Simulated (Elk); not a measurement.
Band structure of Cs (Im-3m, 1 atom in the cell).

```yaml
crystal:
  lattice:
    - [-3.15975, 3.15975, 3.15975]
    - [3.15975, -3.15975, 3.15975]
    - [3.15975, 3.15975, -3.15975]
  atoms:
    - { symbol: Cs, position: [0.00000, 0.00000, 0.00000] }
```

Level of theory: PBE, all-electron FP-LAPW, Elk's shipped species files, APW+lo basis with extra local orbitals (Elk 10.2.4).

Settings: xctype = 20; rgkmax = 8; stype = 3; swidth = 0.00183747 Ha; ngridk = 6 6 6; gmaxvr = 16 1/bohr; nxlo = 2; lorbcnd = true; lmaxi = 2.

The starting cell comes from a database of computed structures (which also holds hypothetical and non-ambient phases and stackings), without a prior relaxation at this level. Its lattice was rescaled by a random factor within 2.5 % of one. Values depend on the basis (sphere radii, cutoffs, local orbitals), which need not be converged.

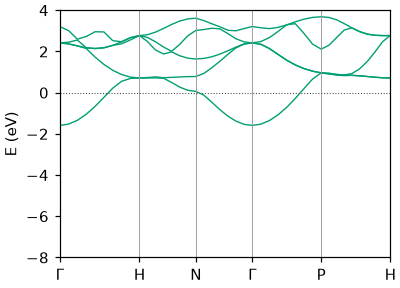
Figure. Bands along the path, energies from the Fermi level.

Levels in eV from the Fermi level, bands 6 to 13:
```csv
point,6,7,8,9,10,11,12,13
Γ,-23.92,-10.68,-10.68,-10.68,-1.59,2.41,2.41,2.41
H,-23.91,-10.75,-10.75,-10.75,0.71,0.71,2.77,2.77
N,-23.92,-10.78,-10.71,-10.68,0.06,0.78,1.63,3.02
P,-23.92,-10.72,-10.72,-10.72,0.96,0.96,0.96,2.11
```

Bands cross the Fermi level along this path, so the cell is metallic at this level.
